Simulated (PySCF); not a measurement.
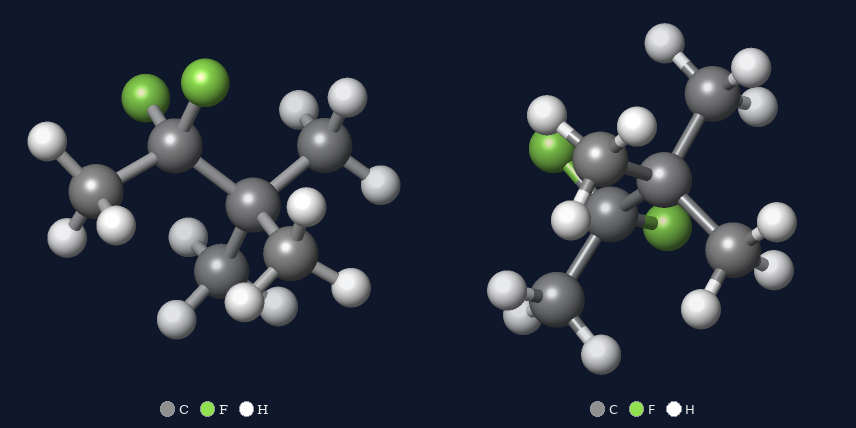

The same structure drawn twice, from different directions.

The geometry was computed by an optimisation with GFN2-xTB. No frequency run is at hand to confirm it as a minimum.

> Count the atoms of each element.

C6H12F2, 20 atoms: 6 carbon, 12 hydrogen and 2 fluorine.

> Does it have rings?

It has no ring.

> Name functional groups in it.

Among them: C–F bond.

> Give the symmetry (Schoenflies symbol).

Cs.

The parts below concern this one geometry. Atoms keep their numbers from picture to picture.

## Shape

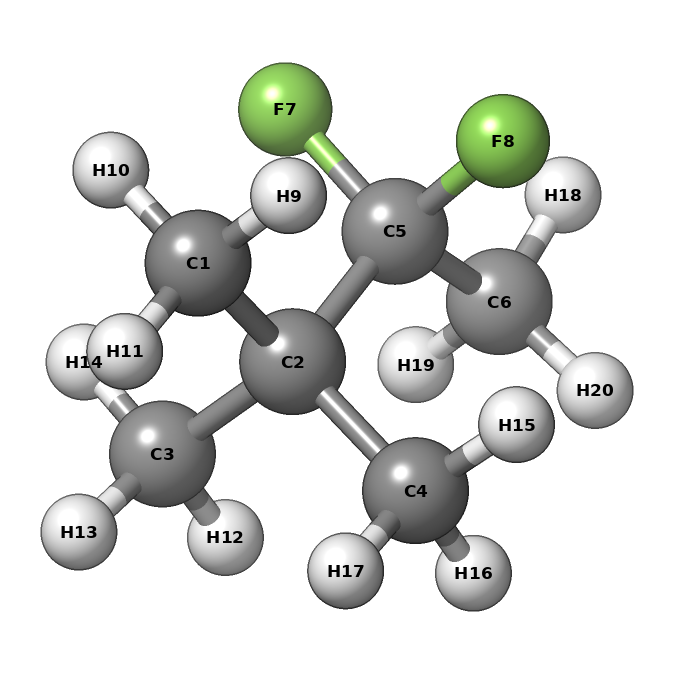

The atoms are numbered. No frequency run is at hand to confirm it as a minimum.

Which atoms are bonded, and how long are the bonds? Leave out bonds to hydrogen.

| bond | length (Å) | order |
| --- | --- | --- |
| C1–C2 | 1.533 | single |
| C2–C3 | 1.530 | single |
| C2–C4 | 1.530 | single |
| C2–C5 | 1.546 | single |
| C5–C6 | 1.519 | single |
| C5–F7 | 1.372 | single |
| C5–F8 | 1.372 | single |

## Electronic properties

No frequency run is at hand to confirm it as a minimum. Method: PBE0/def2-SVPD, gas phase (PySCF 2.14.0). Excitations: vertical, linear response.

> Estimate the lowest vertical singlet excitation.

8.53 eV.

> What is the LUMO energy (Kohn–Sham orbital)?

0.61 eV.

> Estimate the HOMO energy (Kohn–Sham orbital).

−8.96 eV.

> Give the mean static polarisability at this level.

74.1 bohr³.

## NMR shielding

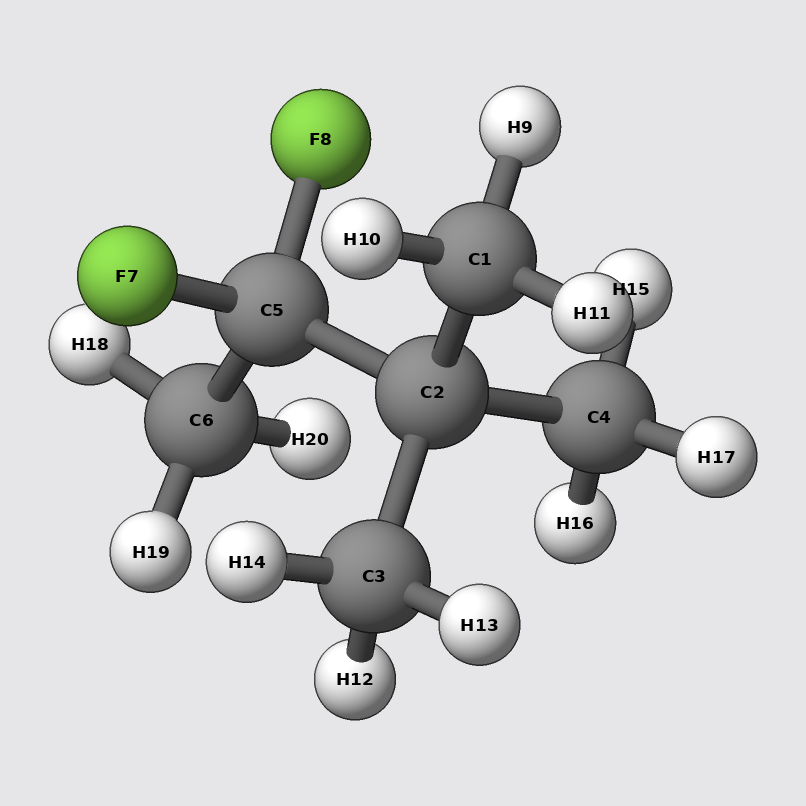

No frequency run is at hand to confirm it as a minimum. Method: GIAO PBE0/pcSseg-1 NMR shielding, non-relativistic, gas phase (PySCF 2.14.0). Principal shieldings σ11 ≤ σ22 ≤ σ33, span Ω = σ33 − σ11, skew κ = 3(σiso − σ22)/Ω.

Give the shielding tensors of the C atoms.

| atom | σ11 | σ22 | σ33 | σiso | Ω | κ |
| --- | --- | --- | --- | --- | --- | --- |
| C1 | 147.2 | 154.0 | 187.9 | 163.1 | 40.7 | 0.67 |
| C2 | 137.6 | 140.9 | 158.9 | 145.8 | 21.2 | 0.69 |
| C3, C4 | 142.7 | 150.8 | 187.2 | 160.2 | 44.4 | 0.64 |
| C5 | 37.4 | 55.6 | 69.7 | 54.2 | 32.3 | −0.12 |
| C6 | 152.4 | 156.4 | 188.0 | 165.6 | 35.6 | 0.77 |

Shieldings and span in ppm.

## Dipole moment

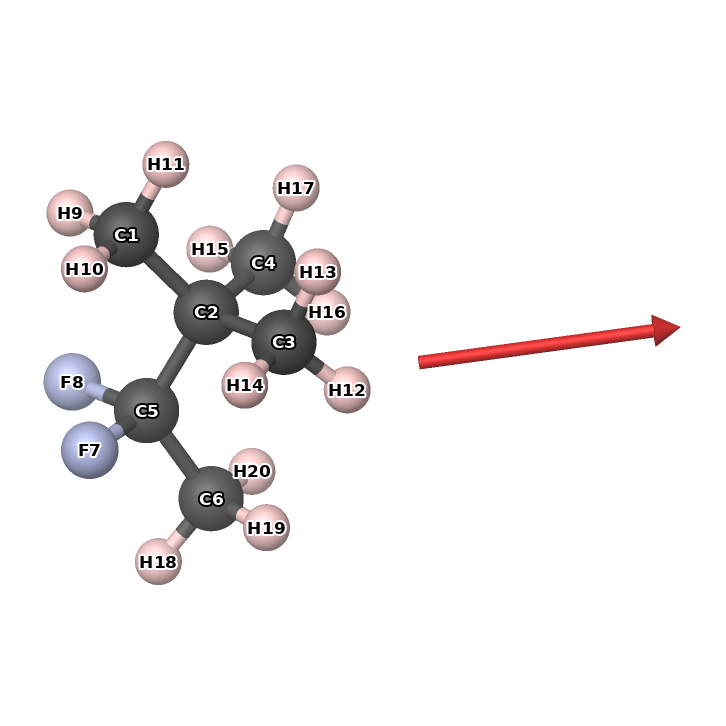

The arrow beside the molecule shows the direction of the dipole moment, from the negative to the positive end (its length means nothing). No frequency run is at hand to confirm it as a minimum. Method: PBE0/def2-SVPD, gas phase (PySCF 2.14.0).

> Estimate the dipole moment.

2.29 D; it points from the side of F7, F8 to the side of H12, H16 (the outermost atoms at the two ends).
